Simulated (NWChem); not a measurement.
# the pair MgHF···BNH3Cl, step by step

We compute the energy (singlet MgBNH4ClF, PBE-D2/cc-pVDZ), then the energy (singlet MgHF, PBE-D2/cc-pVDZ), then the energy (singlet BNH3Cl, PBE-D2/cc-pVDZ), then a single-point energy (singlet MgHF, PBE-D2/cc-pVDZ), then the energy (singlet BNH3Cl, PBE-D2/cc-pVDZ) of BClFH4MgN and its partners. 

The results are computed with NWChem 7.3.0.

## Step 1: Starting point

The species is MgBNH4ClF (9 atoms), meant as a singlet with charge 0. The two molecules were placed rigidly side by side, at 1.3 times their contact distance; the pair isn't optimised.

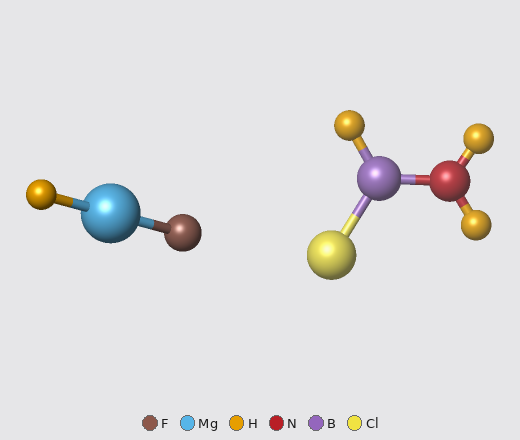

The structure, seen from a chosen angle (fluorine brown, magnesium blue, hydrogen amber, nitrogen red, boron purple, chlorine yellow).

## Step 2: A single-point energy at PBE-D2/cc-pVDZ (run 1)

File geom.nw:

```
start geom
memory 2200 mb
geometry noautosym nocenter noautoz
  F    -1.374970    0.813870   -0.670670
  Mg    0.018130   -0.010730    0.008830
  H     1.356830   -0.803130    0.661830
  N    -6.508920    4.159440   -0.712870
  B    -5.879920    2.944660   -0.511610
  Cl   -5.192580    2.074930   -1.888770
  H    -6.912600    4.684980    0.042910
  H    -6.600730    4.588470   -1.618530
  H    -5.787930    2.463940    0.574180
end
basis spherical bse
  * library cc-pVDZ
end
dft
  xc xpbe96 cpbe96
  disp vdw 2
  grid fine
  convergence energy 1e-08
  iterations 100
  mulliken
  print low
end
task dft
```

Started as:

```sh
nwchem geom.nw > geom.out
```

What it wrote:

```text
[...]
 d= 0,ls=0.0,diis     1   -841.5976283799 -1.03D+03  2.66D-02  1.14D+00     4.4
[...]
 d= 0,ls=0.0,diis    12   -841.7355559835 -9.89D-10  4.87D-08  2.28D-11    37.2
         Total DFT energy =     -841.735555983549
      One electron energy =    -1540.872747421443
           Coulomb energy =      578.045866599187
    Exchange-Corr. energy =      -67.242057327588
 Nuclear repulsion energy =      188.335334642349
    Dispersion correction =       -0.001952476055
[...]
      Total Density - Mulliken Population Analysis
     ---------------------------------------------
    Atom       Charge   Shell Charges
 -----------   ------   -------------------------------------------------------
    1 F    9     9.43   2.01  0.88  1.05  3.31  2.18  0.00
    2 Mg  12    11.45   2.00  2.02  0.56  0.14  6.01  0.45  0.12  0.16
    3 H    1     1.12   0.67  0.45  0.00
    4 N    7     6.92   2.01  0.74  0.51  2.49  1.16  0.01
    5 B    5     5.11   2.02  0.60  0.29  1.62  0.42  0.17
    6 Cl  17    17.12   2.00  2.04  0.96  0.91  6.01  3.09  2.10  0.02
    7 H    1     0.91   0.73  0.12  0.06
    8 H    1     0.91   0.73  0.12  0.06
    9 H    1     1.02   0.75  0.26  0.01
[...]
```

Run time: 38 s. Hardware: 1 thread of Intel Xeon Platinum 8488C (Sapphire Rapids), shared host; peak memory 0.12 GiB.

## Step 3: MgHF: the energy at PBE-D2/cc-pVDZ (run 2)

File a.nw:

```
start a
memory 2200 mb

geometry noautosym nocenter noautoz
  F    -1.374970    0.813870   -0.670670
  Mg    0.018130   -0.010730    0.008830
  H     1.356830   -0.803130    0.661830
end

basis spherical bse
  * library cc-pVDZ
end

dft
  xc xpbe96 cpbe96
  mult 1
  disp vdw 2
  grid fine
  convergence energy 1e-08
  iterations 100
  mulliken
  print low
end

task dft energy
```

Started as:

```sh
nwchem a.nw > a.out
```

What it wrote:

```text
[...]
 d= 0,ls=0.0,diis     1   -300.2504296311 -3.38D+02  6.42D-02  7.04D-01     0.8
[...]
 d= 0,ls=0.0,diis     8   -300.3389504729  1.37D-09  4.29D-06  3.96D-08     3.8
         Total DFT energy =     -300.338950472941
      One electron energy =     -495.475558131664
           Coulomb energy =      184.592963420024
    Exchange-Corr. energy =      -27.155573600235
 Nuclear repulsion energy =       37.699332621682
    Dispersion correction =       -0.000114782749
[...]
      Total Density - Mulliken Population Analysis
     ---------------------------------------------
    Atom       Charge   Shell Charges
 -----------   ------   -------------------------------------------------------
    1 F    9     9.43   2.01  0.88  1.05  3.31  2.19  0.00
    2 Mg  12    11.45   2.00  2.02  0.56  0.14  6.01  0.44  0.11  0.16
    3 H    1     1.12   0.67  0.45  0.00
[...]
```

It took 4.5 s on 1 thread of Intel Xeon Platinum 8488C (Sapphire Rapids), shared host; peak memory 0.11 GiB.

## Step 4: BNH3Cl: a single-point energy at PBE-D2/cc-pVDZ (run 3)

File job.nw:

```
start job
title "BClH3N PBE"
memory total 2200 mb
geometry noautosym nocenter noautoz
 N       -6.508920       4.159440      -0.712870
 B       -5.879920       2.944660      -0.511610
 Cl      -5.192580       2.074930      -1.888770
 H       -6.912600       4.684980       0.042910
 H       -6.600730       4.588470      -1.618530
 H       -5.787930       2.463940       0.574180
end
basis spherical bse
 N library cc-pVDZ
 B library cc-pVDZ
 Cl library cc-pVDZ
 H library cc-pVDZ
end
dft
 xc xpbe96 cpbe96
 disp vdw 2
 grid fine
 convergence energy 1e-08
 iterations 100
 mulliken
 print low
end
task dft
```

Started as:

```sh
nwchem job.nw > job.out
```

What it wrote:

```text
[...]
 d= 0,ls=0.0,diis     1   -541.3499088890 -6.27D+02  1.39D-02  4.24D-01     1.8
[...]
 d= 0,ls=0.0,diis    10   -541.3973704032 -7.70D-09  3.95D-07  1.11D-09    12.8
         Total DFT energy =     -541.397370403233
      One electron energy =     -914.549420091290
           Coulomb energy =      327.844137186768
    Exchange-Corr. energy =      -40.088581115784
 Nuclear repulsion energy =       85.398126221442
    Dispersion correction =       -0.001632604370
[...]
      Total Density - Mulliken Population Analysis
     ---------------------------------------------
    Atom       Charge   Shell Charges
 -----------   ------   -------------------------------------------------------
    1 N    7     6.92   2.01  0.74  0.51  2.49  1.16  0.01
    2 B    5     5.12   2.02  0.60  0.29  1.62  0.42  0.17
    3 Cl  17    17.13   2.00  2.04  0.96  0.91  6.01  3.09  2.11  0.02
    4 H    1     0.91   0.73  0.12  0.06
    5 H    1     0.91   0.73  0.12  0.06
    6 H    1     1.02   0.75  0.25  0.01
[...]
```

Wall time 14 s (1 thread of Intel Xeon Platinum 8488C (Sapphire Rapids), shared host); peak memory 0.11 GiB.

## Step 5: MgHF among ghost functions: a single-point energy at PBE-D2/cc-pVDZ (with ghost functions) (run 4)

File calc.nw:

```
start calc
memory total 2200 mb

geometry units angstrom noautosym nocenter noautoz
F    -1.374970    0.813870   -0.670670
Mg    0.018130   -0.010730    0.008830
H     1.356830   -0.803130    0.661830
bqN     -6.508920     4.159440    -0.712870
bqB     -5.879920     2.944660    -0.511610
bqCl    -5.192580     2.074930    -1.888770
bqH     -6.912600     4.684980     0.042910
bqH     -6.600730     4.588470    -1.618530
bqH     -5.787930     2.463940     0.574180
end

basis spherical bse
F library cc-pVDZ
Mg library cc-pVDZ
H library cc-pVDZ
bqN library N cc-pVDZ
bqB library B cc-pVDZ
bqCl library Cl cc-pVDZ
bqH library H cc-pVDZ
end

dft
xc xpbe96 cpbe96
disp vdw 2
grid fine
convergence energy 1e-08
maxiter 100
mulliken
noprint "final vectors analysis"
end

task dft energy
```

Started as:

```sh
nwchem calc.nw > calc.out
```

What it wrote:

```text
[...]
          Wavefunction type:  closed shell.
          No. of atoms     :     9
          No. of electrons :    22
[...]
          Charge           :     0
          Spin multiplicity:     1
[...]
          AO basis - number of functions:    98
[...]
              XC Information
              --------------
          PerdewBurkeErnzerhof Exchange Functional  1.000
            Perdew 1991 LDA Correlation Functional  1.000 local
           PerdewBurkeErnz. Correlation Functional  1.000 non-local
[...]
 d= 0,ls=0.0,diis     1   -300.2504729620 -3.38D+02  2.42D-02  7.04D-01     3.2
[...]
 d= 0,ls=0.0,diis     8   -300.3389949639  1.34D-09  1.62D-06  3.92D-08    21.2
         Total DFT energy =     -300.338994963931
      One electron energy =     -495.474036939379
           Coulomb energy =      184.591262416224
    Exchange-Corr. energy =      -27.155438279710
 Nuclear repulsion energy =       37.699332621682
    Dispersion correction =       -0.000114782749
[...]
      Total Density - Mulliken Population Analysis
     ---------------------------------------------
    Atom       Charge   Shell Charges
 -----------   ------   -------------------------------------------------------
    1 F    9     9.43   2.01  0.88  1.05  3.31  2.19  0.00
    2 Mg  12    11.45   2.00  2.02  0.56  0.14  6.01  0.44  0.11  0.16
    3 H    1     1.12   0.67  0.45  0.00
    4 X    0    -0.00  -0.00 -0.00 -0.00 -0.00 -0.00  0.00
    5 X    0     0.00  -0.00 -0.00  0.00  0.00  0.00 -0.00
    6 X    0     0.00   0.00  0.00  0.00 -0.00 -0.00 -0.00  0.00 -0.00
    7 X    0     0.00  -0.00  0.00 -0.00
    8 X    0     0.00  -0.00  0.00 -0.00
    9 X    0    -0.00  -0.00 -0.00 -0.00
[...]
```

Wall time 22 s (1 thread of Intel Xeon Platinum 8488C (Sapphire Rapids), shared host); peak memory 0.12 GiB.

## Step 6: BNH3Cl among ghost functions: the energy at PBE-D2/cc-pVDZ (with ghost functions) (run 5)

File job.nw:

```
start job
memory total 2200 mb

geometry units angstrom noautosym nocenter noautoz
 N     -6.508920     4.159440    -0.712870
 B     -5.879920     2.944660    -0.511610
 Cl    -5.192580     2.074930    -1.888770
 H     -6.912600     4.684980     0.042910
 H     -6.600730     4.588470    -1.618530
 H     -5.787930     2.463940     0.574180
 bqF     -1.374970     0.813870    -0.670670
 bqMg     0.018130    -0.010730     0.008830
 bqH      1.356830    -0.803130     0.661830
end

basis "ao basis" spherical bse
 N library cc-pVDZ
 B library cc-pVDZ
 Cl library cc-pVDZ
 H library cc-pVDZ
 bqF library F cc-pVDZ
 bqMg library Mg cc-pVDZ
 bqH library H cc-pVDZ
end

dft
 xc xpbe96 cpbe96
 mult 1
 disp vdw 2
 grid fine
 convergence energy 1e-08
 iterations 100
 mulliken
 print low
end

task dft
```

Started as:

```sh
nwchem job.nw > job.out
```

What it wrote:

```text
[...]
 d= 0,ls=0.0,diis     1   -541.3500569423 -6.27D+02  8.66D-03  4.24D-01     3.7
[...]
 d= 0,ls=0.0,diis    10   -541.3975448052 -7.68D-09  2.45D-07  1.11D-09    29.7
         Total DFT energy =     -541.397544805155
      One electron energy =     -914.540313319654
           Coulomb energy =      327.834261594085
    Exchange-Corr. energy =      -40.087986696658
 Nuclear repulsion energy =       85.398126221442
    Dispersion correction =       -0.001632604370
[...]
      Total Density - Mulliken Population Analysis
     ---------------------------------------------
    Atom       Charge   Shell Charges
 -----------   ------   -------------------------------------------------------
    1 N    7     6.92   2.01  0.74  0.51  2.49  1.16  0.01
    2 B    5     5.11   2.02  0.60  0.29  1.62  0.42  0.17
    3 Cl  17    17.13   2.00  2.04  0.96  0.91  6.01  3.09  2.11  0.02
    4 H    1     0.91   0.73  0.12  0.06
    5 H    1     0.91   0.73  0.12  0.06
    6 H    1     1.01   0.75  0.25  0.01
    7 X    0     0.00  -0.00 -0.00  0.00 -0.00  0.00 -0.00
    8 X    0     0.00  -0.00  0.00 -0.00  0.00  0.00 -0.00  0.00 -0.00
    9 X    0    -0.00  -0.00 -0.00 -0.00
[...]
```

It took 31 s on 1 thread of Intel Xeon Platinum 8488C (Sapphire Rapids), shared host; peak memory 0.12 GiB.

## Step 7: What came out

```
                                                                                                                  quantity          value
                                                                                       run 1, PBE-D2/cc-pVDZ: total energy  -841.73556 Eh
                                                                                  run 1, PBE-D2/cc-pVDZ: dispersion energy   -5.13 kJ/mol
                                                                                                        MgHF: total energy  -300.33895 Eh
                                                                                                   MgHF: dispersion energy   -0.30 kJ/mol
                                                                                                      BNH3Cl: total energy  -541.39737 Eh
                                                                                                 BNH3Cl: dispersion energy   -4.29 kJ/mol
                                                                                  MgHF among ghost functions: total energy  -300.33899 Eh
                                                                                 MgHF among ghost functions: dipole moment         1.18 D
                                                                             MgHF among ghost functions: dispersion energy   -0.30 kJ/mol
                                                                                BNH3Cl among ghost functions: total energy  -541.39754 Eh
                                                                           BNH3Cl among ghost functions: dispersion energy   -4.29 kJ/mol
              interaction energy of the rigid parts MgHF and BNH3Cl (parts in their own basis; closest atoms 4.20 Å apart)       0.021 eV
interaction energy of the rigid parts MgHF and BNH3Cl (parts in the whole basis, counterpoise; closest atoms 4.20 Å apart)       0.027 eV
```

The interaction energy of the rigid parts MgHF and BNH3Cl (parts in their own basis; closest atoms 4.20 Å apart) is 0.02 eV (2.0 kJ/mol): the parts repel at this shape. Without counterpoise this holds the superposition error of the basis. The interaction energy of the rigid parts MgHF and BNH3Cl (parts in the whole basis, counterpoise; closest atoms 4.20 Å apart) is 0.03 eV (0.6 kcal/mol): the parts repel at this shape. The basis-set superposition error is 0.6 kJ/mol. Mulliken charges (run 1, PBE-D2/cc-pVDZ) run from -0.43 on F1 to +0.55 on Mg2. Mulliken charges (MgHF) run from -0.43 on F1 to +0.55 on Mg2. Mulliken charges (BNH3Cl) run from -0.13 on Cl3 to +0.09 on H4.
